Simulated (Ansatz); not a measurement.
# Calculations on C2H4BS

**1. Relaxation**

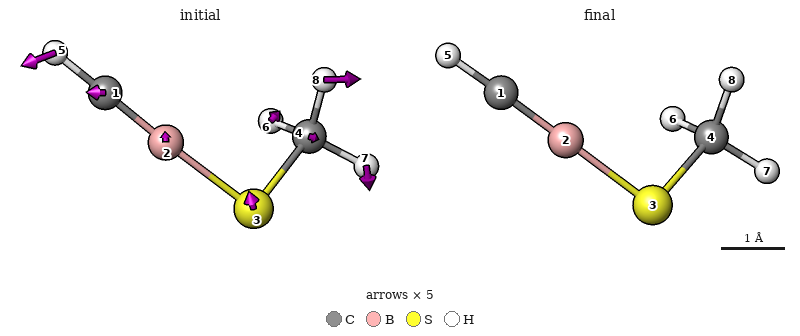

The structure of C₂H₄BS (charge −1) before (left) and after (right) a relaxation, at one scale. The purple arrows give the displacements, magnified 5 times.

The picture is a ball-and-stick view, seen at a tilt.

The run prepares an end point of a later path (hydrogen shift) calculation, from a guessed geometry.

Theory: Ansatz 0.2.0, UKS revPBE-D4/def2-SVP. Set-up: collinear spin; force threshold 0.02 eV/Å; at most 50 steps.

**What changed between the two?**

After 5 geometry steps the energy has fallen by 7.43 kJ/mol. Largest force component: 2.5 eV/Å at the start, 0.016 eV/Å at the end. The atom that moves furthest after the best rigid fit is H5 (0.13 Å). Largest moves by element: H 0.13 Å, C 0.07 Å, S 0.07 Å, B 0.04 Å. Among the contacts that change: C1–B2 1.311 → 1.344 Å, B2–S3 1.847 → 1.816 Å, C4–H6 1.090 → 1.111 Å, C1–H5 1.070 → 1.089 Å. Among the angles between lasting bonds that change: B2–S3–C4 100.1° → 102.7°.

Limits of the set-up: the basis has no diffuse functions, which an anion needs.

**2. Relaxation**

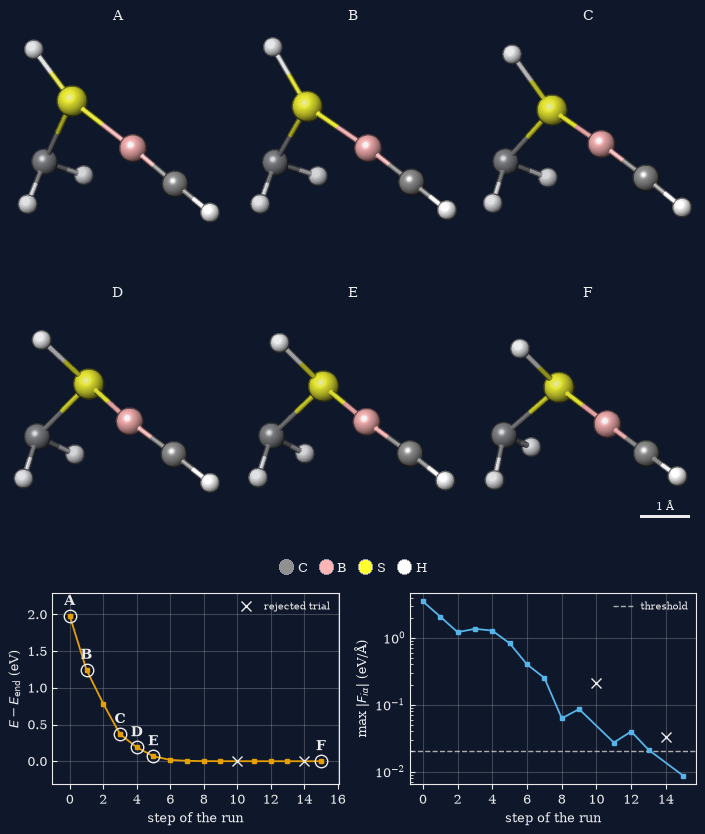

Frames of a relaxation of C$_{2}$H$_{4}$BS (charge −1), marked on the history of the run. A ball-and-stick model, seen from a free direction.

The run prepares an end point of a later path (hydrogen shift) calculation, from a guessed geometry.

Computed with Ansatz 0.2.0, UKS revPBE-D4/def2-SVP.

The input:
```yaml
crystal:
  periodic: [false, false, false]
  atoms:
    - { symbol: C, position_ang: [-2.31776, -0.49726, -0.42873] }
    - { symbol: B, position_ang: [-1.05027, -0.82085, -0.33972] }
    - { symbol: S, position_ang: [0.7483, -1.20917, -0.17933] }
    - { symbol: C, position_ang: [1.39531, 0.44796, 0.29499] }
    - { symbol: H, position_ang: [-3.35235, -0.23738, -0.51283] }
    - { symbol: H, position_ang: [1.23026, 1.15604, -0.5172] }
    - { symbol: H, position_ang: [1.90844, -1.95643, -0.17105] }
    - { symbol: H, position_ang: [0.88212, 0.8007, 1.18931] }
total_charge: -1
magnetization:
  spin_polarized: true
basis:
  gaussian: { orbitals: def2-SVP }
hamiltonian:
  xc: revpbe
  dispersion: d4
relax:
  f_tol: 0.02
  max_steps: 50
output:
  orbitals: {}
```

Command:
```bash
ansatz run input.yaml --threads 2 --pin off --max-ram 3072MiB --backend cpu --events-out ev --progress --plain --runs-dir out
```

Describe the path.

Answer. The largest move after the best rigid fit is that of H7, 0.88 Å. By element the largest moves are H 0.88 Å, S 0.61 Å, C 0.29 Å, B 0.11 Å. Among the contacts that change: S3–C4 1.841 → 1.770 Å, C1–B2 1.311 → 1.338 Å, C4–H6 1.090 → 1.115 Å, C1–H5 1.070 → 1.089 Å. Bond angles that change, for instance: B2–S3–H7 158.9° → 98.5°, B2–S3–C4 100.1° → 119.7°, S3–C4–H6 109.8° → 103.0°. After 13 accepted moves (15 points after the start) the energy has fallen by 1.979 eV. Largest force component: 3.5 eV/Å at the start, 0.0086 eV/Å at the end. The line search rejected the trial steps at points 10, 14 of the run. From step 0 to 1: H7 moves most (0.19 Å), energy −0.734 eV. From step 1 to 3: S and H atoms move most (0.34 Å), energy −0.875 eV. From step 3 to 4: S and H atoms move most (0.20 Å), energy −0.179 eV. From step 4 to 5: H6 moves most (0.15 Å), energy −0.122 eV. From step 5 to 15: H6 moves most (0.24 Å), energy −0.067 eV.

| step | E − E(0), eV | largest force component, eV/Å | note |
| --- | --- | --- | --- |
| 0 | 0.0000 | 3.5016 |  |
| 1 | -0.7342 | 2.0775 |  |
| 2 | -1.1952 | 1.2152 |  |
| 3 | -1.6096 | 1.3633 |  |
| 4 | -1.7889 | 1.2831 |  |
| 5 | -1.9111 | 0.8273 |  |
| 6 | -1.9603 | 0.4007 |  |
| 7 | -1.9729 | 0.2515 |  |
| 8 | -1.9770 | 0.0625 |  |
| 9 | -1.9781 | 0.0859 |  |
| 10 | -1.9778 | 0.2119 | rejected |
| 11 | -1.9784 | 0.0272 |  |
| 12 | -1.9785 | 0.0397 |  |
| 13 | -1.9786 | 0.0212 |  |
| 14 | -1.9785 | 0.0327 | rejected |
| 15 | -1.9786 | 0.0086 |  |

Limits of the set-up: the basis has no diffuse functions, which an anion needs.

**3. Path**

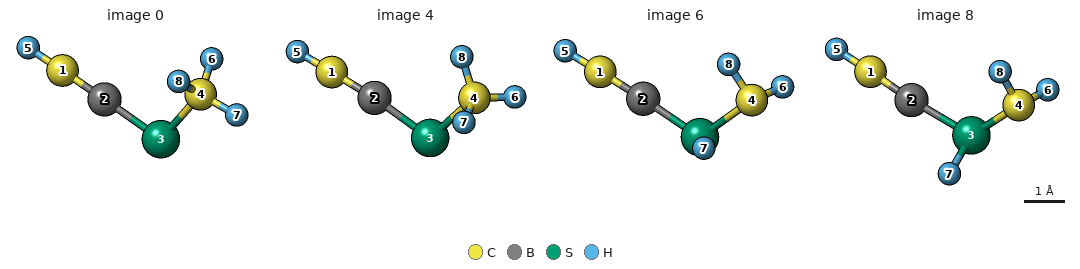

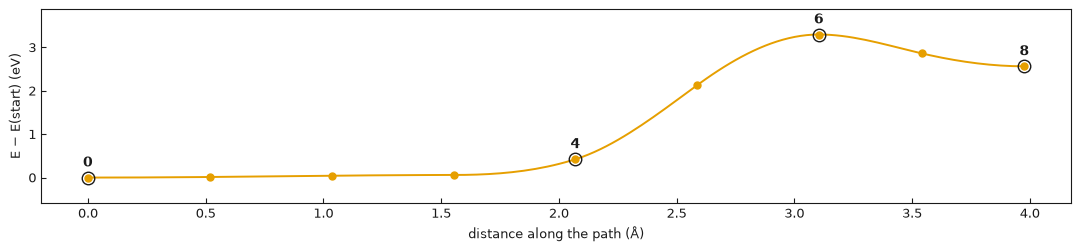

NEB run on C$_{2}$H$_{4}$BS (charge −1). Images are numbered from 0 (start) to 8 (end). A ball-and-stick model, seen at a tilt.

The calculation used Ansatz, UKS revPBE-D4/def2-SVP. Run with 7 movable images; climbing image; force threshold 0.05 eV/Å; iteration limit 60; starting path through a guess of the saddle point.

What happens along the path, and what is the barrier?

Answer. The energy climbs by 3.30 eV to image 6 and then falls by 0.73 eV, so the end point sits at +2.56 eV. A hydrogen atom shifts from one atom to another. Breaking: C4–H7 (1.11 → 1.75 at the top → 2.51 Å). Forming: S3–H7 (2.45 → 1.42 at the top → 1.39 Å). The band is converged. At the top, the vibrational analysis gives one imaginary mode (1134i cm⁻¹), as a transition state must have.

Limits of the set-up: the basis has no diffuse functions, which an anion needs.
